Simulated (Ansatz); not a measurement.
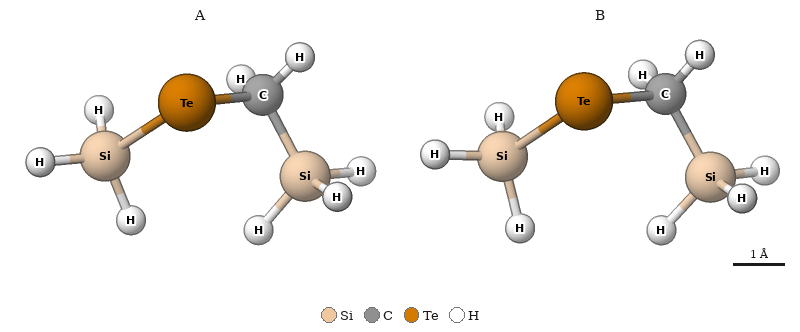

Two geometries of CH8Si2Te (coarse preliminary run), drawn at one scale. One is the start of a relaxation, the other its converged end. Style: ball-and-stick. Shown face on.

The calculation used RKS PBE-D4/def2-SVP in Ansatz 0.2.0. (force threshold 0.03 eV/Å; at most 200 steps)

### Which of the two is the end point?

Structure B is the relaxed one. The start comes from a force field. The largest move after the best rigid fit is that of an H atom, 0.29 Å. By element the largest moves are H 0.29 Å, Si 0.13 Å, Te 0.08 Å, C 0.07 Å. Some distances before and after: C–Te 2.121 → 2.207 Å, H–Si 1.429 → 1.504 Å, Si–Te 2.443 → 2.515 Å, C–Si 1.828 → 1.892 Å. Among the angles between lasting bonds that change: Te–Si–H 111.9° → 105.8°, Si–C–Te 108.3° → 111.8°, Si–C–H 108.1° → 111.4°. Over 6 geometry steps the energy falls by 7.06 kcal/mol. The largest force component goes from 2 to 0.028 eV/Å.
